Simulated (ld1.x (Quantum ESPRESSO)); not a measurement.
**Fluorine: generating and testing an RRKJ potential**

Do these settings give a usable potential? It is generated, then checked for transferability, scattering, ghosts and hardness.

Program: ld1.x (Quantum ESPRESSO) 7.5. Reference atom: PBE, scalar-relativistic, spherical and spin-unpolarised. All values are calculated.

### Step 1. The atom and the settings

The settings as typed:

```json
{
  "element": "fluorine (F, Z = 9)",
  "type": "norm-conserving RRKJ (Kleinman–Bylander form)",
  "frozen core": "[He]",
  "valence charge": "7",
  "reference configuration": "2s2 2p5",
  "partial waves": "2s (bound): rc 0.65 bohr; 3d channel at -0.15 Ry: rc 1.40 bohr; 2p (bound): rc 1.65 bohr",
  "local potential": "the p channel",
  "core correction": "a·sin(br)/r model core inside 0.35 bohr"
}
```

### Step 2. The generation run

F.in reads:

```
 &input
   title='F', zed=9., rel=1, dft='PBE', iswitch=3,
   config='[He] 2s2 2p5 3d-2',
   nld=3, rlderiv=1.80, eminld=-4.0, emaxld=5.0, deld=0.02
 /
 &inputp
   pseudotype=2, tm=.false., rho0=0.01, lloc=1,
   nlcc=.true., rcore=0.35,
   file_pseudopw='F.UPF', file_wfcaegen='ae.wfc', file_wfcncgen='nc.wfc', file_beta='beta', file_chi='chi'
 /
3
2S  1  0   2.00   0.00  0.65  0.65  0.0
3D  3  2  -2.00  -0.15  1.40  1.40  0.0
2P  2  1   5.00   0.00  1.65  1.65  0.0
 &test
   configts(1)='2s2 2p5'
 /
```

On the command line:

```sh
ld1.x < F.in > F.out
```

The output, F.out (without the banner and most projector matrices):

```text
     Program LD1 v.7.5
     --------------------------- All-electron run ----------------------------

     F
     scalar relativistic calculation

     atomic number is  9.00
     dft =PBE   lsd =0 sic =0 latt =0  beta=0.20 tr2=1.0E-14
     Exchange-correlation= PBE
                           (   1   4   3   4   0   0   0)
     mesh =1105 r(mesh) =  99.76081 a.u. xmin = -7.00 dx = 0.01250
     1 Ry =  13.60569312 eV, c = 137.03599908

     n l     nl                  e(Ry)          e(Ha)          e(eV)
     1 0     1S 1( 2.00)       -48.7570       -24.3785      -663.3734
     2 0     2S 1( 2.00)        -2.1976        -1.0988       -29.8996
     2 1     2P 1( 5.00)        -0.8167        -0.4083       -11.1117

     final scf error:  6.3E-15 reached in  26 iterations

     Etot =    -199.489330 Ry,     -99.744665 Ha,   -2714.190600 eV

     Ekin =     199.322998 Ry,      99.661499 Ha,    2711.927538 eV
     Encl =    -477.724055 Ry,    -238.862027 Ha,   -6499.766885 eV
     Eh   =      99.339620 Ry,      49.669810 Ha,    1351.584389 eV
     Exc  =     -20.427893 Ry,     -10.213946 Ha,    -277.935642 eV

     normalization and overlap integrals

     s(1S/1S) =  1.000000  <r> =   0.1763  <r2> =    0.0420  r(max) =   0.1139
     s(2S/2S) =  1.000000  <r> =   1.0034  <r2> =    1.2282  r(max) =   0.7617
     s(2P/2P) =  1.000000  <r> =   1.1050  <r2> =    1.6384  r(max) =   0.7066

     ------------------------ End of All-electron run ------------------------

     --------------------- Generating NC pseudopotential ---------------------

      Generating local pot.: lloc=1, matching radius rcloc =   1.6500

      Computing core charge for nlcc:

       r > 0.35 : true rho core
       r < 0.35 : rho core = a sin(br)/r    a=   9.00  b=   7.49

      Integrated core pseudo-charge :   0.58

      Wfc   2S  rcut= 0.656  Estimated cut-off energy=       99.70 Ry
      Using 4 Bessel functions for this wfc, rho(0) = 0.010
      This function has    0 nodes for 0 < r <    0.656

      Wfc   3D  rcut= 1.388  Estimated cut-off energy=      114.31 Ry
      This function has    0 nodes for 0 < r <    1.388

     ------------------- End of pseudopotential generation -------------------

     [... the all-electron block is printed once more ...]


     Computing logarithmic derivative in   1.79328
     Computing logarithmic derivative in   1.79328
     Computing the partial wave expansion
     R is outside the sphere for l=    0 j= 0.00
       no projector for channel:   1
     R is outside the sphere for l=    2 j= 0.00

     ---------------------- Testing the pseudopotential ----------------------

     F
     scalar relativistic calculation

     atomic number is  9.00   valence charge is  7.00
     dft =PBE   lsd =0 sic =0 latt =0  beta=0.20 tr2=1.0E-14
     mesh =1105 r(mesh) =  99.76081 xmin = -7.00 dx = 0.01250

     n l     nl             e AE (Ry)        e PS (Ry)    De AE-PS (Ry)
     1 0     2S   1( 2.00)       -2.19758       -2.19758       -0.00000
     2 1     2P   1( 5.00)       -0.81670       -0.81670        0.00000

     eps = 5.5E-15  iter = 13

     Etot =    -199.489330 Ry,     -99.744665 Ha,   -2714.190600 eV
     Etotps =   -48.484051 Ry,     -24.242026 Ha,    -659.659125 eV

     Ekin =      31.110052 Ry,      15.555026 Ha,     423.273824 eV
     Encl =    -115.034380 Ry,     -57.517190 Ha,   -1565.122480 eV
     Ehrt =      41.253006 Ry,      20.626503 Ha,     561.275736 eV
     Ecxc =     -10.353762 Ry,      -5.176881 Ha,    -140.870109 eV
     (Ecc =      -1.291736 Ry,      -0.645868 Ha,     -17.574960 eV)
     Epseu=       4.541033 Ry,       2.270517 Ha,      61.783903 eV

     ---------------------- End of pseudopotential test ----------------------
```

It took 0.89 s on 1 thread of Neoverse-V1, shared host. This counts the later configuration tests of the new file too.

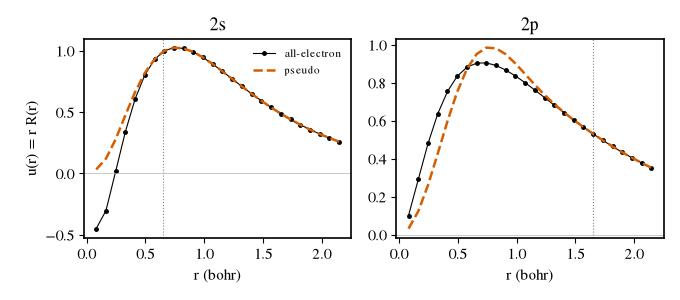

Bound waves of the atom and their pseudo partners (2s, 2p), with the matching radii dotted. The curves join 26 sampled radii.

### Step 3. Transferability test

F.test.in reads:

```
 &input
   title='F', zed=9., rel=1, dft='PBE', iswitch=2,
   config='[He] 2s2 2p5 3d-2'
 /
 &test
   file_pseudo='F.UPF', nconf=8,
   configts(1)='2s2 2p5',
   configts(2)='2s2 2p4',
   configts(3)='2s2 2p3',
   configts(4)='2s2 2p2',
   configts(5)='2s2 2p1',
   configts(6)='2s1 2p6',
   configts(7)='2s1 2p5',
   configts(8)='2s2 2p5.3'
 /
```

On the command line:

```sh
ld1.x < F.test.in > F.test.out
```

F.test.out, the pseudopotential blocks:

```text
     ---------------------- Testing the pseudopotential ----------------------

     F
     scalar relativistic calculation

     atomic number is  9.00   valence charge is  7.00
     dft =PBE   lsd =0 sic =0 latt =0  beta=0.20 tr2=1.0E-14
     mesh =1105 r(mesh) =  99.76081 xmin = -7.00 dx = 0.01250

     n l     nl             e AE (Ry)        e PS (Ry)    De AE-PS (Ry)
     1 0     2S   1( 2.00)       -2.19758       -2.19758       -0.00000
     2 1     2P   1( 5.00)       -0.81670       -0.81670        0.00000

     eps = 9.6E-16  iter = 12

     Etot =    -199.489330 Ry,     -99.744665 Ha,   -2714.190600 eV
     Etotps =   -48.484051 Ry,     -24.242026 Ha,    -659.659121 eV

     Ekin =      31.110052 Ry,      15.555026 Ha,     423.273826 eV
     Encl =    -115.034380 Ry,     -57.517190 Ha,   -1565.122477 eV
     Ehrt =      41.253006 Ry,      20.626503 Ha,     561.275735 eV
     Ecxc =     -10.353762 Ry,      -5.176881 Ha,    -140.870109 eV
     (Ecc =      -1.291736 Ry,      -0.645868 Ha,     -17.574960 eV)
     Epseu=       4.541033 Ry,       2.270517 Ha,      61.783903 eV

     ---------------------- End of pseudopotential test ----------------------

     ---------------------- Testing the pseudopotential ----------------------

     F
     [...]
     n l     nl             e AE (Ry)        e PS (Ry)    De AE-PS (Ry)
     1 0     2S   1( 2.00)       -3.48292       -3.49534        0.01241  !
     2 1     2P   1( 4.00)       -2.08065       -2.07954       -0.00112

     eps = 9.9E-15  iter = 11

     Etot =    -198.064175 Ry,     -99.032088 Ha,   -2694.800384 eV
     Etotps =   -47.057990 Ry,     -23.528995 Ha,    -640.256570 eV
     dEtot_ae =       1.425155 Ry
     dEtot_ps =       1.426061 Ry,   Delta E=      -0.000907 Ry

     [...]
     ---------------------- End of pseudopotential test ----------------------

     ---------------------- Testing the pseudopotential ----------------------

     F
     [...]
     n l     nl             e AE (Ry)        e PS (Ry)    De AE-PS (Ry)
     1 0     2S   1( 2.00)       -4.99731       -5.00853        0.01121  !
     2 1     2P   1( 3.00)       -3.60167       -3.56925       -0.03242  !

     eps = 3.6E-15  iter = 11

     Etot =    -195.242940 Ry,     -97.621470 Ha,   -2656.415526 eV
     Etotps =   -44.249735 Ry,     -22.124868 Ha,    -602.048322 eV
     dEtot_ae =       4.246390 Ry
     dEtot_ps =       4.234316 Ry,   Delta E=       0.012074 Ry

     [...]
     ---------------------- End of pseudopotential test ----------------------

     ---------------------- Testing the pseudopotential ----------------------

     F
     [...]
     n l     nl             e AE (Ry)        e PS (Ry)    De AE-PS (Ry)
     1 0     2S   1( 2.00)       -6.70364       -6.68153       -0.02211  !
     2 1     2P   1( 2.00)       -5.34782       -5.22800       -0.11981  !

     eps = 9.3E-16  iter =  9

     Etot =    -190.786158 Ry,     -95.393079 Ha,   -2595.777923 eV
     Etotps =   -39.863247 Ry,     -19.931624 Ha,    -542.367110 eV
     dEtot_ae =       8.703171 Ry
     dEtot_ps =       8.620804 Ry,   Delta E=       0.082367 Ry

     [...]
     ---------------------- End of pseudopotential test ----------------------

     ---------------------- Testing the pseudopotential ----------------------

     F
     [...]
     n l     nl             e AE (Ry)        e PS (Ry)    De AE-PS (Ry)
     1 0     2S   1( 2.00)       -8.57765       -8.47494       -0.10271  !
     2 1     2P   1( 1.00)       -7.29740       -7.01242       -0.28498  !

     eps = 7.1E-16  iter =  9

     Etot =    -184.479831 Ry,     -92.239915 Ha,   -2509.975963 eV
     Etotps =   -33.751814 Ry,     -16.875907 Ha,    -459.216817 eV
     dEtot_ae =      15.009499 Ry
     dEtot_ps =      14.732238 Ry,   Delta E=       0.277261 Ry

     [...]
     ---------------------- End of pseudopotential test ----------------------

     ---------------------- Testing the pseudopotential ----------------------

     F
     [...]
     n l     nl             e AE (Ry)        e PS (Ry)    De AE-PS (Ry)
     1 0     2S   1( 1.00)       -2.23280       -2.23924        0.00644  !
     2 1     2P   1( 6.00)       -0.84819       -0.85532        0.00713  !

     eps = 8.4E-15  iter = 14

     Etot =    -198.106554 Ry,     -99.053277 Ha,   -2695.376983 eV
     Etotps =   -47.101621 Ry,     -23.550811 Ha,    -640.850205 eV
     dEtot_ae =       1.382775 Ry
     dEtot_ps =       1.382430 Ry,   Delta E=       0.000346 Ry

     [...]
     ---------------------- End of pseudopotential test ----------------------

     ---------------------- Testing the pseudopotential ----------------------

     F
     [...]
     n l     nl             e AE (Ry)        e PS (Ry)    De AE-PS (Ry)
     1 0     2S   1( 1.00)       -3.49542       -3.52489        0.02947  !
     2 1     2P   1( 5.00)       -2.08974       -2.10803        0.01829  !

     eps = 8.2E-15  iter = 12

     Etot =    -196.660171 Ry,     -98.330085 Ha,   -2675.697932 eV
     Etotps =   -45.641648 Ry,     -22.820824 Ha,    -620.986263 eV
     dEtot_ae =       2.829159 Ry
     dEtot_ps =       2.842403 Ry,   Delta E=      -0.013244 Ry

     [...]
     ---------------------- End of pseudopotential test ----------------------

     ---------------------- Testing the pseudopotential ----------------------

     F
     [...]
     n l     nl             e AE (Ry)        e PS (Ry)    De AE-PS (Ry)
     1 0     2S   1( 2.00)       -1.86725       -1.86389       -0.00337
     2 1     2P   1( 5.30)       -0.49676       -0.49529       -0.00147

     eps = 6.3E-15  iter = 14

     Etot =    -199.685554 Ry,     -99.842777 Ha,   -2716.860368 eV
     Etotps =   -48.680074 Ry,     -24.340037 Ha,    -662.326146 eV
     dEtot_ae =      -0.196224 Ry
     dEtot_ps =      -0.196023 Ry,   Delta E=      -0.000202 Ry

     [...]
     ---------------------- End of pseudopotential test ----------------------
```

Energies count from the reference configuration 2s2 2p5; the error is all-electron less pseudo.

| valence configuration | charge | ΔE all-electron (eV) | error AE − PS (meV) |
| --- | --- | --- | --- |
| 2s2 2p4 | +1 | 19.390 | -12 |
| 2s2 2p3 | +2 | 57.775 | +164 |
| 2s2 2p2 | +3 | 118.413 | +1121 |
| 2s2 2p1 | +4 | 204.215 | +3772 |
| 2s1 2p6 | 0 | 18.814 | +4.7 |
| 2s1 2p5 | +1 | 38.493 | -180 |
| 2s2 2p5.3 | -0.3 | -2.670 | -2.7 |

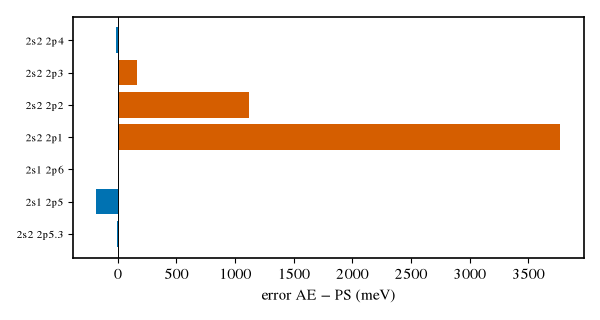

Error of the potential in each test configuration.

### Step 4. Scattering by logarithmic derivatives

Taken from the files of the generation run. The phase is arctan(r·u′/u) with u = r·R, unwrapped, with energies in Ry. A pole is an energy at which the radial function vanishes at the test radius. The pseudo phase is shifted by a multiple of π to meet the all-electron one at the reference energy. Levels narrower than the energy grid can be missing from the poles. The last column is the largest difference on the grid between −1 and +1 Ry.

```tsv
channel	radius (bohr)	reference (Ry)	poles AE	poles PS	window around the reference with phases within 0.05 rad (Ry)	largest difference near zero (rad)
s	1.79	-2.20	-1.63	-1.62	below 1.4	0.032
p	1.79	-0.82	-0.17	-0.14	below 1.5	0.028
d	1.79	-0.15	none	none	the whole range	0.000
```

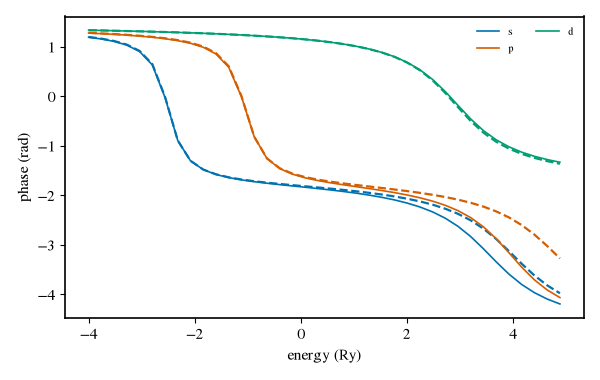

All-electron (solid) and pseudo (dashed) phases against energy.

### Step 5. Plane-wave convergence, by spherical Bessel functions

This step uses the generator's waves and projectors in a separate script. Basis: spherical Bessel functions vanishing at 20 bohr, q² up to the cutoff; potential fixed at the reference.

All-electron valence levels (Ry): 2s -2.1976, 2p -0.8167. The lowest levels of each channel (Ry) by cutoff; the last column sums, over occupied levels, occupation times the distance from the level at 400 Ry. A positive value at high cutoff is not a bound level.

```tsv
cutoff (Ry)	s #1	d #1	p #1	f #1	Σ f·Δε (mRy)
8	-1.7574	0.0556	-0.0011	0.0966	4958.6
25	-1.8336	0.0556	-0.5478	0.0966	2072.4
50	-1.9940	0.0556	-0.8117	0.0966	432.3
100	-2.1489	0.0556	-0.8166	0.0966	98.0
180	-2.1913	0.0556	-0.8167	0.0966	12.7
200	-2.1939	0.0556	-0.8167	0.0966	7.5
300	-2.1975	0.0556	-0.8167	0.0966	0.3
400	-2.1976	0.0556	-0.8167	0.0966	0.0
```

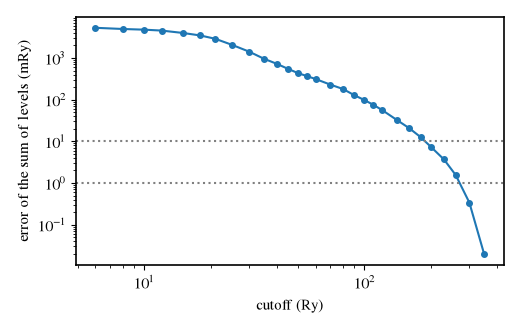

Occupation-weighted error of the valence levels against the cutoff; the dotted lines mark 10 and 1 mRy.

The sum stays within 10 mRy from 200 Ry and within 1 mRy from 300 Ry. The sum leaves out empty levels, which can need more. Ghost test: no level below the all-electron spectrum of its channel (s, d, p, f tested).

### Step 6. Outcome

```
                                                quantity                   value
               cutoffs for 10 and 1 mRy, occupied levels       200 Ry and 300 Ry
                                            bound ghosts              none found
                            largest test error (AE − PS)  +3772 meV, for 2s2 2p1
largest phase difference near zero energy, channels read               0.032 rad
```

What this shows: The worst unpolarised test, 2s2 2p1, is off by 3772 meV on 204.2 eV; by total energies transferability rates as poor. That test lies far up in energy; among those under 40 eV, nearer to bonding, the largest error is 180 meV. The potential is very hard: the looser tolerance needs 200 Ry. The slowest occupied level is 2s: taken alone it needs 260 Ry to come within 1 mRy, against 60 Ry for 2p. No bound ghost shows below the valence levels. Near zero energy the largest phase difference among the channels read is 0.03 rad, in the s channel. These are tests on the free atom; a crystal test is still owed.
